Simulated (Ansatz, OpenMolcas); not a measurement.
A ladder of methods for C2H5B (SMILES BC=C)

The species is C2H5B (8 atoms), meant as a singlet with charge 0. As SMILES, `BC=C`. Geometry: relaxed at PBE0-D4/def2-TZVP.

| atom | x (Å) | y (Å) | z (Å) |
| --- | --- | --- | --- |
| B | -0.6192 | 0.8763 | -0.6939 |
| C | 0.3220 | 0.2735 | 0.3575 |
| C | 0.4595 | -1.0543 | 0.4655 |
| H | -1.2264 | 0.1359 | -1.4148 |
| H | -0.7628 | 2.0583 | -0.8134 |
| H | 0.8974 | 0.8995 | 1.0373 |
| H | -0.0927 | -1.7225 | -0.1894 |
| H | 1.1143 | -1.5238 | 1.1955 |

Each level gives the vertical electron affinity (to the doublet anion) (eV). The values are calculated.

The electron affinity is E(neutral) − E(anion): positive where the electron is bound.

```csv
level,kind,program,value (eV),less CCSD(T)/6-311+G**,CPU time (all runs)
HF/6-311+G**,Hartree–Fock,OpenMolcas,-0.66,-0.52,39 s
SVWN5/6-311+G**,LDA,OpenMolcas,0.47,+0.61,1.7 min
BLYP/6-311+G**,GGA,OpenMolcas,0.14,+0.28,2.5 min
r2SCAN/6-311+G**,meta-GGA,Ansatz,0.35,+0.49,26 s
B3LYP/6-311+G**,global hybrid,OpenMolcas,0.22,+0.36,2.3 min
CAM-B3LYP/6-311+G**,range-separated hybrid,Ansatz,0.19,+0.33,21 s
RPA@PBE/6-311+G**,RPA,Ansatz,0.04,+0.18,30 s
CCSD(T)/6-311+G**,coupled cluster or CI,Ansatz,-0.14,0.00,80 s
```

CCSD(T)/6-311+G** is the highest level here, not the true value. Where it was recorded, the anion's HOMO is positive in SVWN5/6-311+G**, BLYP/6-311+G**, r2SCAN/6-311+G**, B3LYP/6-311+G**, CAM-B3LYP/6-311+G**: a fault of the level (basis or self-interaction), which says nothing on whether the real anion is bound. The values span -0.66 to 0.47 eV. Spin contamination of the reference (⟨S²⟩ at least 0.1 too high) touches HF/6-311+G**, CCSD(T)/6-311+G** (up to 0.10 too high). The second state's dipole differs much between rows, so they may not all be the same state. The levels disagree on the sign; a negative value means an electron held by the basis alone. CPU times are rough (shared hosts, several kinds of processor and program).

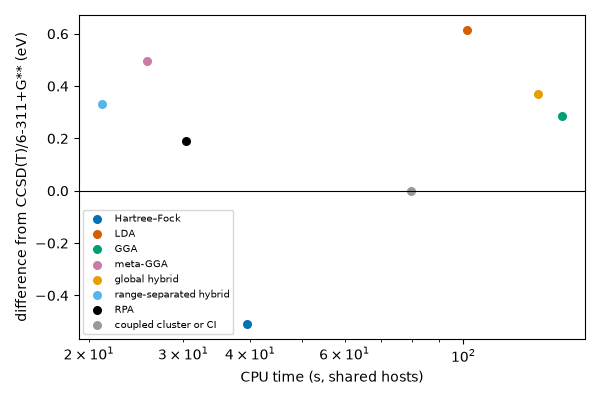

Difference from CCSD(T)/6-311+G** against processor time, one point a level.
